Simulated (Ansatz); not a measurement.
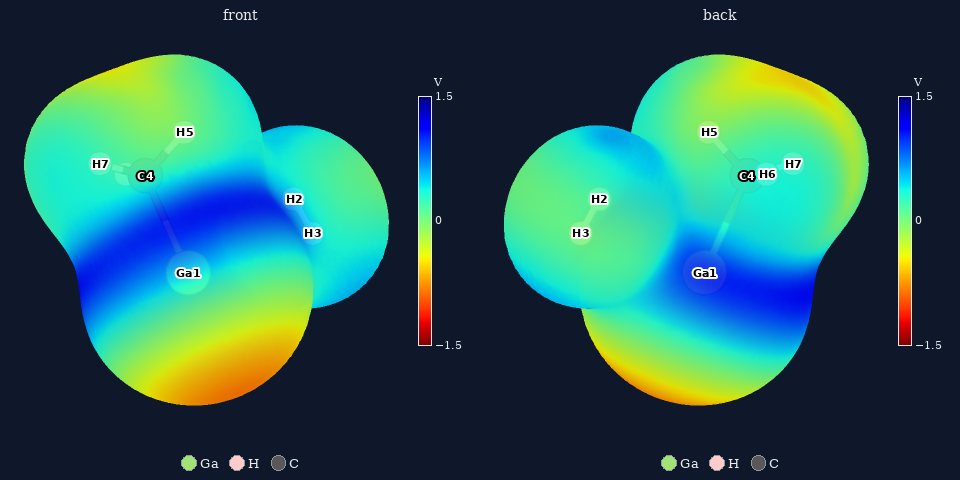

Figure 1: CH3Ga···H2. The electrostatic potential painted on the density surface at 0.001 e/bohr³, seen from the front and from behind; the colour scale runs from red (negative) to blue (positive).

The product side of a reaction path; geometry: PBE0-D4/def2-TZVP.

Theory: RKS PBE0-D4/def2-TZVPP (Ansatz 0.2.0).

Input

```
crystal:
  periodic: [false, false, false]
  atoms:
    - {symbol: Ga, position_ang: [-1.732641, 0.123212, -0.108286]}
    - {symbol: H, position_ang: [0.612421, -1.628456, -1.438052]}
    - {symbol: H, position_ang: [0.004530, -1.911880, -1.768332]}
    - {symbol: C, position_ang: [0.024138, 0.757487, 0.706474]}
    - {symbol: H, position_ang: [0.612656, -0.074869, 1.109367]}
    - {symbol: H, position_ang: [0.646177, 1.278482, -0.030985]}
    - {symbol: H, position_ang: [-0.167283, 1.456124, 1.529815]}
basis:
  gaussian: {orbitals: def2-TZVPP}
hamiltonian: {xc: pbe0, dispersion: d4}
output: {orbitals: {seedname: orbitals}}
```

Run with:

```sh
ansatz run in.yaml --threads 2 --pin off --events-out ev --progress --plain --max-ram 4352MiB
```

Q: Describe the electrostatic potential map.

A: The most negative region (about −0.8 V, or −18 kcal/mol for a unit charge) lies over H3, the most positive (about +1.1 V, or +25 kcal/mol for a unit charge) over Ga1.
